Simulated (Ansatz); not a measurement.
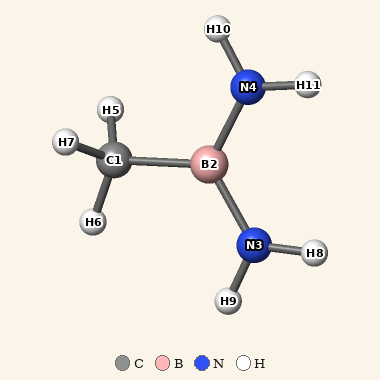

The system is CH7BN2, SMILES CB(N)N; the picture shows the reference structure. Coordinates scanned: (1) dihedral C1–B2–N3–H8; (2) dihedral C1–B2–N4–H10. Nothing is relaxed (all other coordinates rigid). The scan uses an 18 × 18 grid. Points are written as (first, second). Energies are in eV, from the lowest grid point. Theory: RKS B3LYP-D4/def2-SVP (Ansatz).

Its coordinates:

```xyz
11

C    -0.6976    1.1733   -0.1644
B     0.1058   -0.1872    0.0339
N     0.0946   -0.8419    1.2937
N     0.8356   -0.7295   -1.0586
H    -1.3784    1.1133   -1.0314
H    -1.3041    1.4526    0.7123
H    -0.0060    2.0106   -0.3655
H     0.5889   -1.7025    1.4937
H    -0.4163   -0.4790    2.0864
H     0.8622   -0.2855   -1.9661
H     1.3806   -1.5811   -1.0134
```

Range: dihedral C1–B2–N3–H8 from −180 to 160°; dihedral C1–B2–N4–H10 from −180 to 160°.

What landscape does the calculation give?

Answer. The lowest grid point is at (−180°, 0°); the map holds 4 wells of about this depth. The highest grid point, (−80°, −100°), lies 2.21 eV above the lowest. On the interpolated surface the easiest way out of the lowest well to a well of about the same depth near (−180°, −180°) passes a barrier of about 0.77 eV. Round the minimum the valley is somewhat tilted: raising dihedral C1–B2–N3–H8 shifts the best value of dihedral C1–B2–N4–H10 upwards (coupling k₁₂/√(k₁₁k₂₂) about −0.3).

```tsv
dihedral C1–B2–N4–H10 ↓, dihedral C1–B2–N3–H8 →	−180	−140	−100	−60	−20	20	60	100	140
160	0.08	0.46	0.95	0.65	0.13	0.20	0.76	0.91	0.35
120	0.54	1.09	1.82	1.33	0.61	0.72	1.54	1.74	0.91
80	0.74	1.20	2.15	1.82	0.91	0.84	1.70	2.21	1.31
40	0.29	0.56	1.25	1.15	0.47	0.32	0.91	1.35	0.79
0	0.00	0.30	0.80	0.60	0.09	0.08	0.58	0.81	0.32
−40	0.28	0.75	1.33	0.93	0.33	0.44	1.12	1.26	0.57
−80	0.74	1.28	2.19	1.72	0.85	0.89	1.79	2.16	1.22
−120	0.56	0.89	1.73	1.57	0.75	0.60	1.32	1.84	1.13
−160	0.08	0.33	0.91	0.79	0.22	0.13	0.64	0.96	0.48
```

The table holds every second grid line.

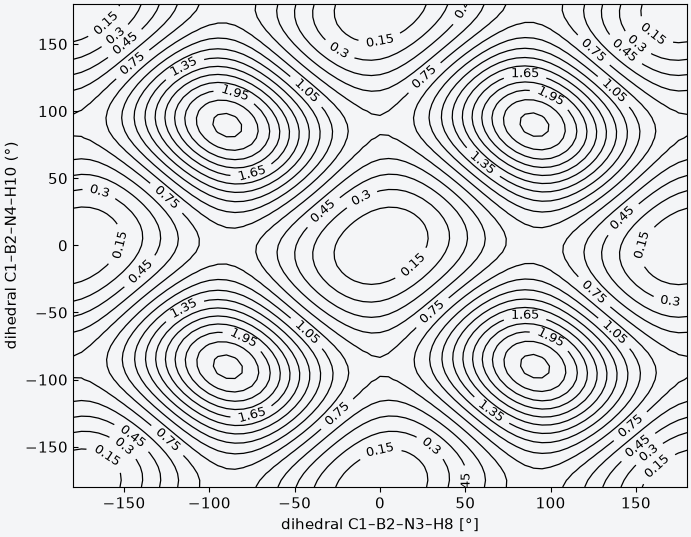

Drawn: contour lines labelled in eV (none above 2.25). Between grid points the surface is interpolated.

Each point was launched as `ansatz run input.yaml --threads 1 --pin off --max-ram 2560MiB --backend cpu --events-out ev --progress --plain --runs-dir out`. The whole map (324 points run) took 15 min on 1 thread of Arm Neoverse V2 (shared host).
